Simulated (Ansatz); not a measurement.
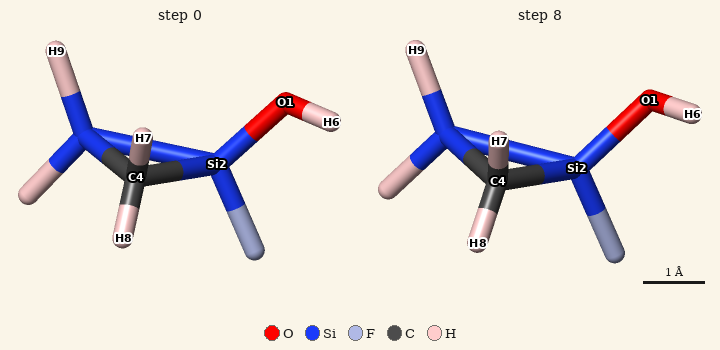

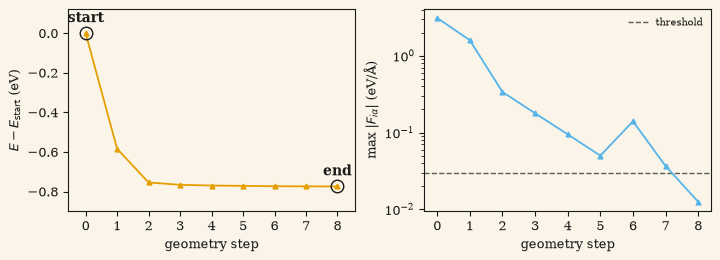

First and last geometry of a relaxation of CH₅FOSi₂ (coarse preliminary run), with the history of the run. Style: stick. Shown face on.

The start comes from a force field.

Method: RKS PBE-D4/def2-SVP in Ansatz. Settings: force threshold 0.03 eV/Å; at most 200 steps.

### Did the run converge, and what did it change?

It converged. Over 8 geometry steps the energy falls by 0.774 eV. The largest force component goes from 3.1 to 0.013 eV/Å. The largest moves after the best rigid fit, 0.21 Å, are those of H atoms. Largest moves by element: H 0.21 Å, F 0.20 Å, C 0.20 Å, O 0.16 Å, Si 0.12 Å. Among the contacts that change: C–Si 1.759 → 1.977 Å, O–Si 1.590 → 1.667 Å, F–Si 1.578 → 1.641 Å, C–Si 1.835 → 1.874 Å. Among the angles between lasting bonds that change: F–Si–C 107.3° → 114.4°, C–Si–Si 49.9° → 56.4°, Si–C–H 112.6° → 118.6°.
